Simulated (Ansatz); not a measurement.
**AlBr2HO (SMILES [OH][Al]([Br])[Br]): density, localisation and related maps**

```xyz
5

O    -0.1267    1.3466   -0.0943
Al   -0.1175   -0.3319   -0.0934
Br    1.3962   -1.4840    1.0880
Br   -1.6551   -1.3996   -1.3014
H     0.5031    1.8690    0.4011
```

Geometry: PBE0-D4/def2-TZVP.

Level of theory: RKS PBE0-D4/def2-TZVPP in Ansatz.

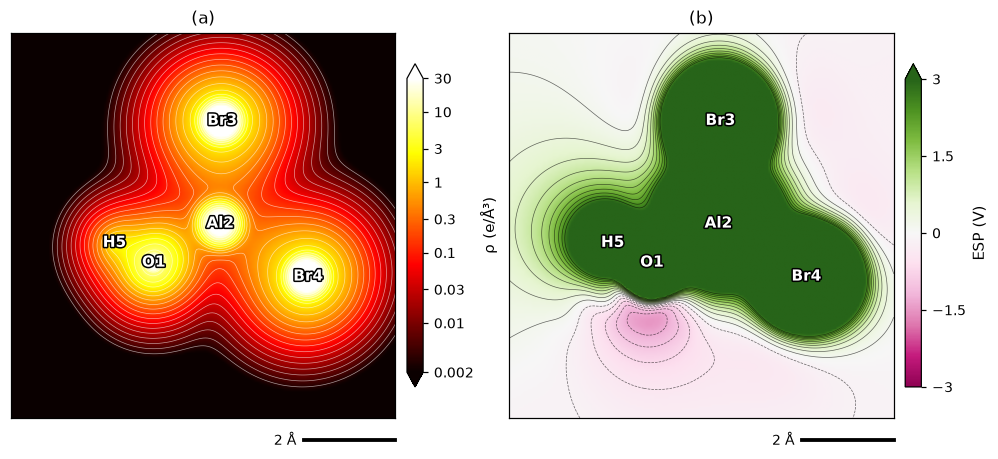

Figure 1. (a) electron density; (b) electrostatic potential on the molecular plane.

Question: What does the map show?

Answer:
- Atoms in the plane: O, Al, Br and H.
- Al–O (1.68 Å): the density is about 0.96 e/Å³ at the midpoint.
- Al–Br (2.23 Å): ρ is about 0.69 e/Å³ halfway.
- O–H (0.96 Å): the density is about 3.8 e/Å³ at the midpoint.
- Outside the dense part of the molecule the potential is most negative (−1.5 V) near O1.

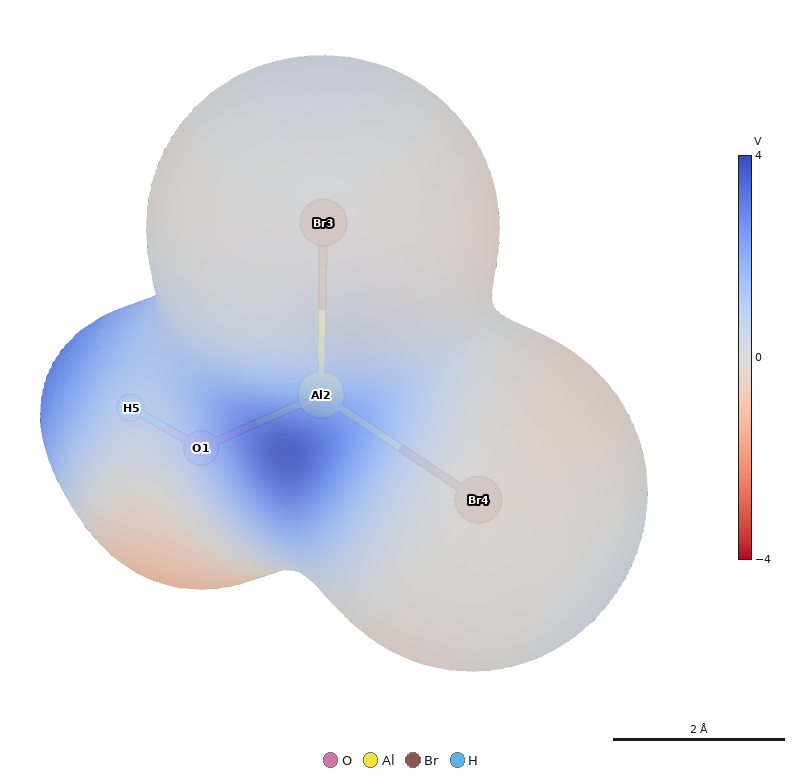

Figure 2. The molecular electrostatic potential painted on the density surface at 0.002 e/bohr³, seen at a tilt; the colour scale runs from red (negative) to blue (positive).

Question: Which sites attract a positive test charge, and which a negative one?

Answer: A positive charge is drawn to the negative regions and a negative charge to the positive ones. The most negative region (about −1.2 V) lies over O1, the most positive (about +3.6 V) over Al2. Br3 shows a σ-hole: about +0.3 V at the tip opposite its bond, against about −0.1 V on its flanks. Br4 shows a σ-hole: about +0.3 V at the tip opposite its bond, against about −0.2 V on its flanks. O1 is the likeliest acceptor of a hydrogen bond.

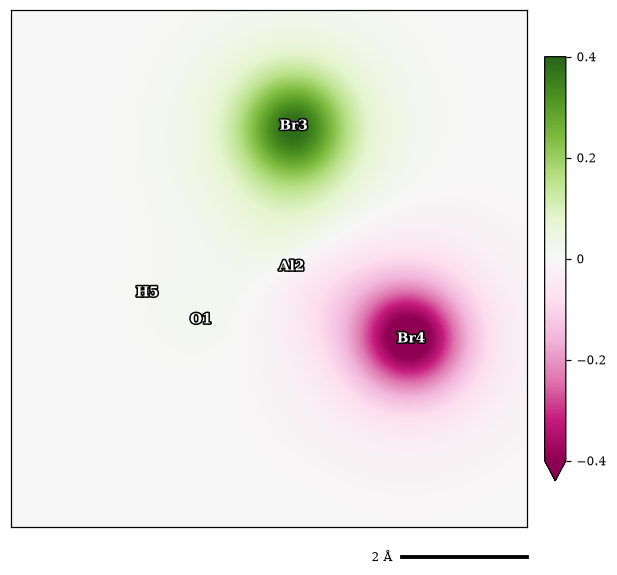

Figure 3. The HOMO−1 on a plane 0.8 Å above the molecular plane (values in Å⁻³ᐟ²; the overall sign is arbitrary).

Question: Describe this orbital and give its energy.

Answer: It lies mainly on Br4 (about 55 %) and Br3 (about 40 %); it changes sign across the molecular plane (π type). Its energy is −8.90 eV.
